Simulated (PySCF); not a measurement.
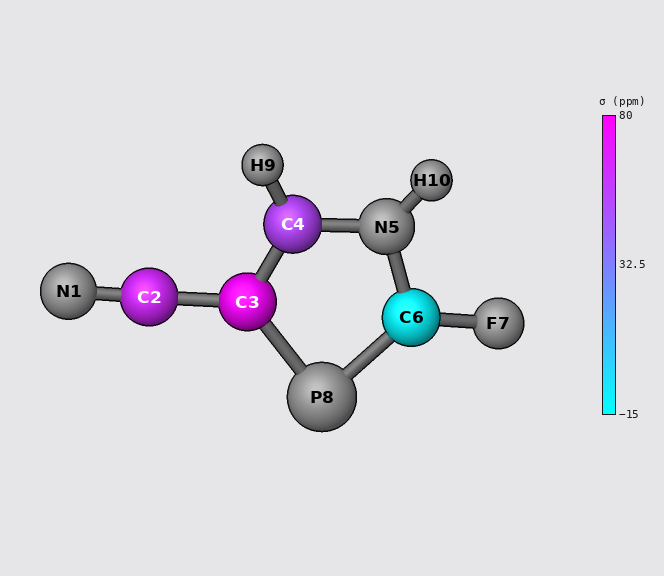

Atoms are coloured by their isotropic NMR shieldings (C only, the others grey). Geometry: a frame of a GFN2-xTB molecular-dynamics simulation, not a minimum. Level of theory: GIAO PBE0/pcSseg-1 NMR shielding, non-relativistic, gas phase (PySCF 2.14.0).

### Which C atom is the most shielded (lowest chemical shift)?

C3 (77.8 ppm).

### Which C atom is the least shielded (highest chemical shift)?

C6 (−11.5 ppm).

### How wide is the range of C shifts?

89.3 ppm.

List the isotropic NMR shieldings of the C atoms.

```csv
atom,σ (ppm)
C2,64.4
C3,77.8
C4,53.5
C6,−11.5
```
